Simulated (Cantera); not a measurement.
Charge: 1 mol Fe3O4, 0.69 mol CH4, 0.16 mol N2, held at 22.0 mbar.

Method: chemical equilibrium by Gibbs-energy minimisation in Cantera with the NASA 1993 tables (ideal gas, pure condensed phases). Candidate condensed phases: C, C6H6, C7H8, C8H18, Fe, Fe(CO)5, FeO, Fe(OH)2, Fe(OH)3, Fe2O3, Fe3O4, H2O; 140 gas species. Mutual solubility and eutectic melting of coexisting phases are not modelled. The tables' stoichiometric FeO is somewhat more stable than real wüstite, so its field is too wide. FeO: taken at fixed stoichiometry. Equilibrium is a limit: real reactors are often held back by kinetics, nucleation or transport.

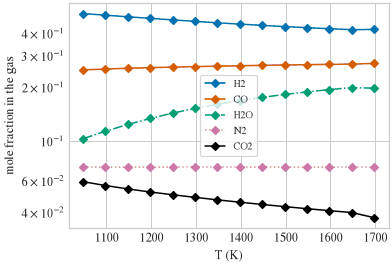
Equilibrium gas composition (values under 1e-9 drawn at 1e-9)

Problem. Read off the mole fractions at 1448 K.

Solution. H2 about 0.44, CO about 0.27, H2O about 0.18, N2 about 0.072, CO2 about 0.044.
